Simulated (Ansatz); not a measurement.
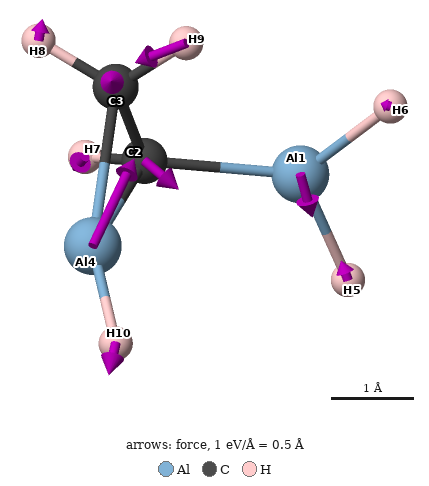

Starting geometry of C$_{2}$H$_{6}$Al$_{2}$ (coarse preliminary run) with the computed forces as purple arrows. A ball-and-stick model, seen from a free direction.

The start comes from a force field.

Level of theory: Ansatz 0.2.0, RKS PBE-D4/def2-SVP.

Input file:
```yaml
crystal:
  periodic: [false, false, false]
  atoms:
    - {symbol: Al, position_ang: [-1.310500, 1.115500, -0.194600]}
    - {symbol: C, position_ang: [-0.418600, -0.604100, -0.275900]}
    - {symbol: C, position_ang: [0.470100, -0.884800, 0.896400]}
    - {symbol: Al, position_ang: [1.585300, -0.450100, -0.750600]}
    - {symbol: H, position_ang: [-1.912200, 1.793400, -1.577100]}
    - {symbol: H, position_ang: [-1.159700, 2.118500, 1.065800]}
    - {symbol: H, position_ang: [-0.911100, -1.501200, -0.651500]}
    - {symbol: H, position_ang: [0.560800, -1.935100, 1.212900]}
    - {symbol: H, position_ang: [0.534900, -0.091300, 1.744100]}
    - {symbol: H, position_ang: [2.644300, 0.388000, -1.466600]}
basis:
  gaussian: {orbitals: def2-SVP}
hamiltonian: {xc: pbe, dispersion: d4}
relax: {f_tol: 0.03, max_steps: 200}
```

Launched with:
```bash
ansatz run in.yaml --threads 2 --pin off --events-out ev --progress --plain --max-ram 4352MiB
```

### What follows when this structure is relaxed?

It isn't relaxed: the largest force vector, on Al4, is 2.70 eV/Å. The final displacements have little in common with the starting forces (cosine between the two patterns 0.19). After 18 geometry steps the energy has fallen by 1.236 eV. Largest force component: 2.1 eV/Å at the start, 0.015 eV/Å at the end. H6 moves most after the best rigid fit: 1.75 Å. By element the largest moves are H 1.75 Å, Al 1.02 Å, C 0.31 Å. Near-neighbour distances that change, for instance: Al4–H6 4.175 → 1.781 Å, Al1–Al4 3.339 → 2.549 Å, Al1–H6 1.618 → 1.771 Å, C3–Al4 2.036 → 1.964 Å. New bonds form: Al4–H6 (4.18 → 1.78 Å). Among the angles between lasting bonds that change: Al1–C2–Al4 112.9° → 78.6°, C2–Al1–H5 119.7° → 149.3°, C2–Al1–H6 122.7° → 93.9°. The run took 36 s on 2 threads of Arm Neoverse V1, on a shared host.
